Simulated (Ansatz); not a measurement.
# H2Si···HF: what the fields show

The calculation's input:

```
crystal:
  periodic: [false, false, false]
  atoms:
    - { symbol: Si, position_ang: [0.0, 0.0, 0.0] }
    - { symbol: F, position_ang: [0.9996, 0.0, 1.4848] }
    - { symbol: H, position_ang: [1.6189, 0.0, 0.3673] }
    - { symbol: H, position_ang: [-0.6877, 1.1914, -0.4862] }
    - { symbol: H, position_ang: [-0.6877, -1.1914, -0.4862] }
basis:
  gaussian: { orbitals: def2-SVP }
hamiltonian:
  xc: pbe
relax:
  f_tol: 0.15
  max_steps: 25
  restrain:
    - { distance: [1, 2], at: 0.92, k: 30.0 }
    - { distance: [0, 1], at: 2.79, k: 30.0 }
    - { distance: [0, 2], at: 2.66, k: 30.0 }
output:
  orbitals: {}
```

Run with:

```sh
ansatz run input.yaml --threads 1 --pin off --max-ram 2048MiB --backend cpu --events-out ev --progress --plain --runs-dir out
```

The fields are those of the run's last geometry, not of the input's.

Not at a stationary point (largest force 0.5 eV/Å).

All numbers below come from Ansatz, RKS PBE/def2-SVP.

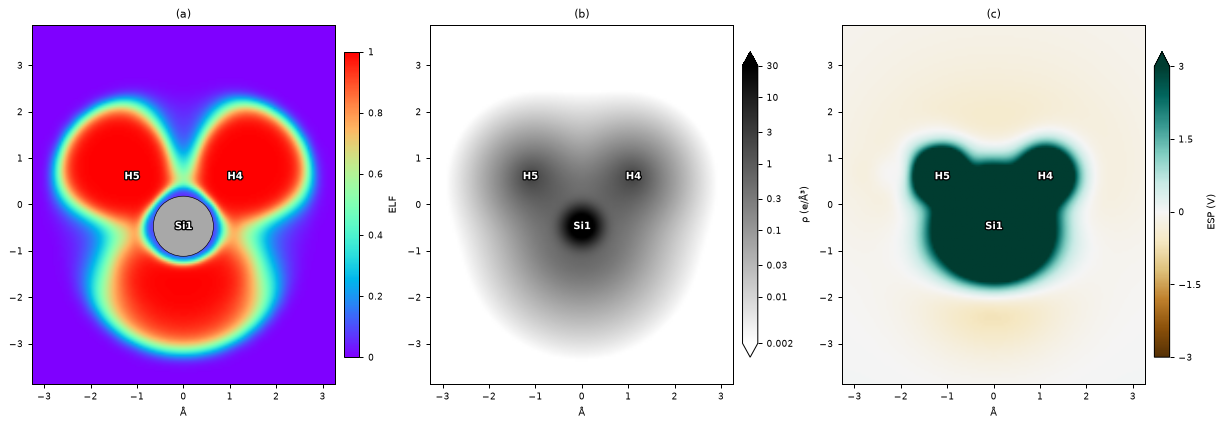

Figure 1. (a) electron localisation function; (b) electron density; (c) electrostatic potential on the plane of atoms H4, Si1 and H5. Grey discs cover the atomic cores in the ELF map.

**Read the bonding off the picture.**

Atoms in the plane: Si and H.
Si–H (1.54 Å): the density is about 0.72 e/Å³ at the midpoint; the ELF climbs to about 1 towards the hydrogen, as it does in any bond to H.
The ELF also peaks beside Si1, away from the bonds: lone-pair regions.
Outside the dense part of the complex the potential is most negative (−0.7 V) near Si1.

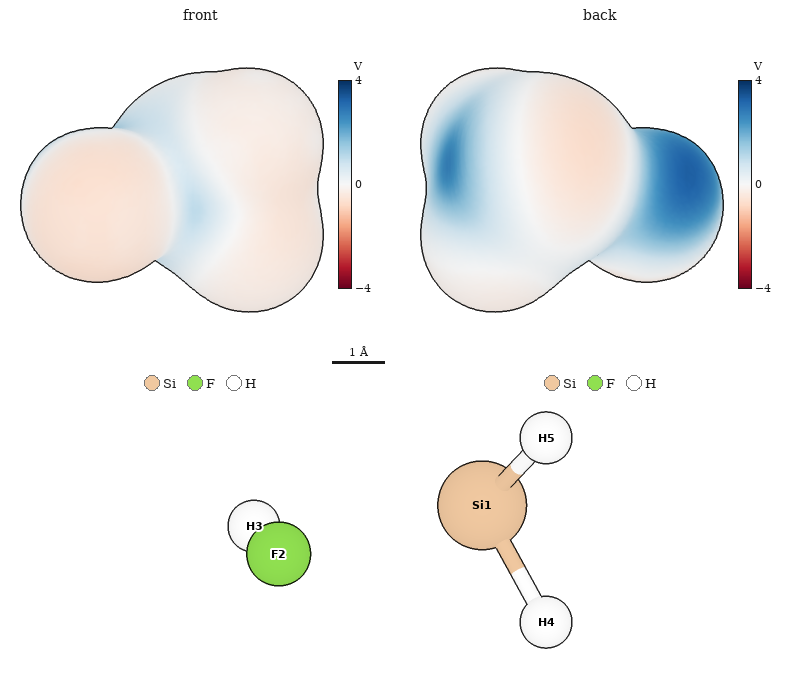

Figure 2. The molecular electrostatic potential painted on the density surface at 0.002 e/bohr³, seen from the front and from behind; red is negative and blue positive. The bare structure is drawn below in the same view.

**Where is the surface potential most negative and most positive?**

The most negative region (about −0.6 V) lies over Si1 and F2, the most positive (about +3.2 V) over H3.

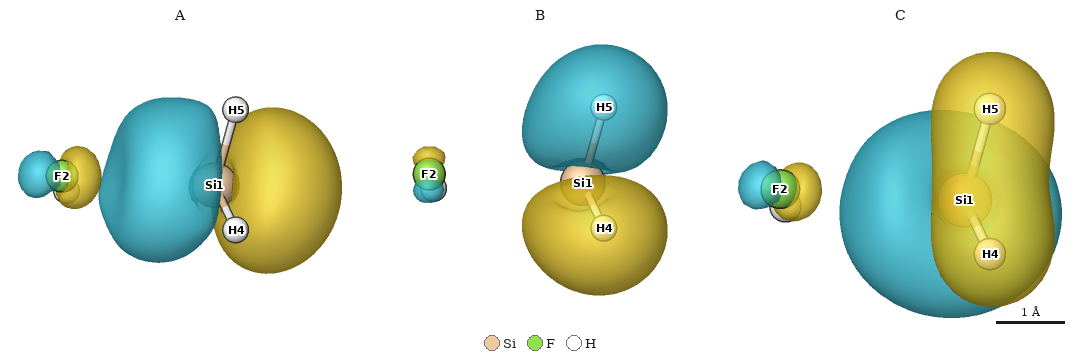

Figure 3. Three frontier orbitals at ±0.1 Å⁻³ᐟ² (yellow and cyan are the two phases), in no order.

**Order the three orbitals by energy and name them.**

B is the HOMO−1 (−7.71 eV). By Hirshfeld shares it lies mainly on Si1 (about 45 %), H4 (about 25 %) and H5 (about 25 %). C is the HOMO (−5.70 eV). Its weight (Hirshfeld) is mainly on Si1 (about 75 %), H4 (about 10 %) and H5 (about 10 %). A is the LUMO (−3.58 eV). Its weight (Hirshfeld) is mainly on Si1 (about 80 %) and F2 (about 5 %).

**What is the HOMO–LUMO gap?**

2.12 eV between the orbital energies.
